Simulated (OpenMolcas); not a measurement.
# One shape, several levels: InF (SMILES [F][In])

Aim: a comparison of 5 runs (HF/STO-3G, HF/3-21G, HF/def2-TZVPP, BHLYP/def2-TZVPP, TPSS/def2-TZVPP) of InF. 

Program for the calculation: OpenMolcas 26.06.

## (1) The structure to begin with

InF: 2 atoms, total charge 0, spin state singlet. SMILES: `[F][In]`. The F1–In2 distance was set to 2.592 Å, away from the relaxed value.

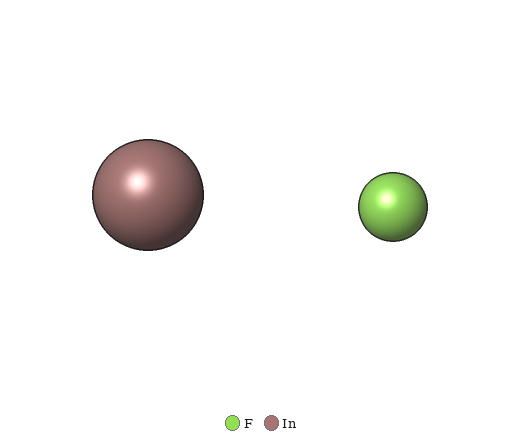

Viewed from a chosen angle; fluorine green, indium brown.

## (2) A single-point energy at HF/STO-3G (run 1)

The input, run.input:

```
&GATEWAY
  BasLib=$CurrDir
  Coord
  2
  angstrom
  F        0.000000       0.000000      -0.582220
  In       0.000000       0.000000       2.009580
  Basis=STO-3G
  Group=NoSym

&SEWARD

&SCF
  Thresholds=1e-10 1e-07 1e-07 1e-05
  PrOrbitals=1 2
```

The basis set STO-3G is read from a file made from the Basis Set Exchange's data (not shown).

Started as:

```
$ export MOLCAS_MEM=1860
$ pymolcas run.input > run.log
```

The log of the run:

```text
--- Start Module: gateway ---
[...]
--- Stop Module: gateway /rc=_RC_ALL_IS_WELL_ ---
--- Start Module: seward ---
[...]
      Basis functions           32
--- Stop Module: seward /rc=_RC_ALL_IS_WELL_ ---
--- Start Module: scf ---
[...]
       Convergence after  14 Iterations
[...]
::    Total SCF energy                              -5780.7618072198
[...]
      Total spin, S                                     0.0000000000
[...]
      Total electronic charge=   58.000000
      Total            charge=   -0.000000
[...]
      Dipole Moment (debye):
      Origin of the operator (angstrom)=    0.0000    0.0000    1.6418
                   X= -6.3363E-17               Y=  1.4365E-16               Z=  3.0214E+00           Total=  3.0214E+00
      Quadrupole Moment (debye*angstrom):
[...]
--- Stop Module: scf /rc=_RC_ALL_IS_WELL_ ---
[...]
```

It took 1.8 s on 1 thread of Arm Neoverse V1, shared host; peak memory 0.37 GiB.

## (3) A single-point energy at HF/3-21G (run 2)

The input, run.inp:

```
&GATEWAY
BasLib=$CurrDir
Coord
2
angstrom
F        0.000000       0.000000      -0.582220
In       0.000000       0.000000       2.009580
Basis=3-21G
Group=NoSym
&SEWARD
&SCF
Thresholds=1e-10 1e-07 1e-07 1e-05
PrOrbitals=0
```

The basis set 3-21G is read from a file made from the Basis Set Exchange's data (not shown).

Started as:

```
$ export MOLCAS_MEM=1860
$ pymolcas run.inp > run.log
```

The log of the run:

```text
--- Start Module: gateway ---
[...]
--- Stop Module: gateway /rc=_RC_ALL_IS_WELL_ ---
--- Start Module: seward ---
[...]
      Basis functions           40
--- Stop Module: seward /rc=_RC_ALL_IS_WELL_ ---
--- Start Module: scf ---
[...]
       Convergence after  12 Iterations
[...]
::    Total SCF energy                              -5813.6076193745
[...]
      Total spin, S                                     0.0000000000
[...]
      Total electronic charge=   58.000000
      Total            charge=   -0.000000
[...]
      Dipole Moment (debye):
      Origin of the operator (angstrom)=    0.0000    0.0000    1.6418
                   X= -3.2451E-14               Y= -2.6881E-14               Z=  5.6595E+00           Total=  5.6595E+00
      Quadrupole Moment (debye*angstrom):
[...]
--- Stop Module: scf /rc=_RC_ALL_IS_WELL_ ---
[...]
```

It took 1.8 s on 1 thread of Arm Neoverse V1, shared host; peak memory 0.37 GiB.

Runs 3 to 4 aren't shown in full; the table further down has their settings and results.

## (4) A single-point energy at TPSS/def2-TZVPP (core potential) (run 5)

The input, coord.xyz:

```xyz
2

F      0.000000     0.000000    -0.582220
In     0.000000     0.000000     2.009580
```

The input, mol.inp:

```
* FIn Kohn-Sham DFT
&GATEWAY
BasLib=$CurrDir
Coord=coord.xyz
Basis=def2-TZVPP
Group=NoSym
&SEWARD
GridInput
Grid=UltraFine
End of Grid
&SCF
KSDFT=2
1.0 MGGA_X_TPSS
1.0 MGGA_C_TPSS
Thresholds=1e-10 1e-07 1e-07 1e-05
PrOrbitals=1
```

The basis set def2-TZVPP is read from a file made from the Basis Set Exchange's data (not shown).

Started as:

```
$ export MOLCAS_MEM=1860
$ pymolcas mol.inp > mol.log
```

The log of the run:

```text
--- Start Module: gateway ---
[...]
--- Stop Module: gateway /rc=_RC_ALL_IS_WELL_ ---
--- Start Module: seward ---
[...]
      Basis functions           81
--- Stop Module: seward /rc=_RC_ALL_IS_WELL_ ---
[...]
--- Start Module: scf ---
[...]
       Convergence after  20 Iterations
[...]
::    Total KS-DFT energy                            -289.9714565168
[...]
      Total spin, S                                     0.0000000000
[...]
      Total electronic charge=   30.000000
      Total            charge=   -0.000000
[...]
      Dipole Moment (debye):
      Origin of the operator (angstrom)=    0.0000    0.0000    1.6418
                   X= -3.3607E-15               Y= -3.0659E-15               Z=  6.4840E+00           Total=  6.4840E+00
      Quadrupole Moment (debye*angstrom):
[...]
--- Stop Module: scf /rc=_RC_ALL_IS_WELL_ ---
[...]
```

Wall time 17 s (1 thread of Arm Neoverse V1, shared host); peak memory 0.45 GiB.

## (5) The series

| run | level | integration grid | energy (Eh) | dipole moment (D) | HOMO energy (eV) | LUMO energy (eV) | wall time |
| --- | --- | --- | --- | --- | --- | --- | --- |
| 1 | HF/STO-3G | – | -5780.761807 | 3.02 | -3.66 | 5.62 | 1.8 s |
| 2 | HF/3-21G | – | -5813.607619 | 5.66 | -8.94 | 0.24 | 1.8 s |
| 3 | HF/def2-TZVPP (core potential) | – | -288.704673 | 7.76 | -10.59 | -0.14 | 3.9 s |
| 4 | BHLYP/def2-TZVPP (core potential) | UltraFine | -289.922819 | 7.46 | -8.63 | -1.79 | 12 s |
| 5 | TPSS/def2-TZVPP (core potential) | UltraFine | -289.971457 | 6.48 | -5.67 | -2.82 | 17 s |

## (6) Summary of results

| quantity | value |
| --- | --- |
| run 5: total energy | -289.97146 Eh |
| run 5: dipole moment | 6.48 D |
| run 5: HOMO energy | -5.67 eV |
| run 5: LUMO energy | -2.82 eV |
| run 5: HOMO–LUMO gap | 2.85 eV |

What this shows: The dipole moment (its size) runs from 3.02 D (HF/STO-3G) to 7.76 D (HF/def2-TZVPP). The two ends differ in basis and core potential. The HOMO–LUMO gap runs from 2.85 eV (TPSS/def2-TZVPP) to 10.45 eV (HF/def2-TZVPP). Exact exchange widens orbital gaps. Totals of different functionals can't be ranked against each other. Some runs of one species differ in core potentials or relativity; totals across that change don't compare. In run 1 the basis is minimal, so the values are rough. In runs 1, 2 relativity is left out where basis or elements ask for it. All runs together took 36 s, the longest 17 s.
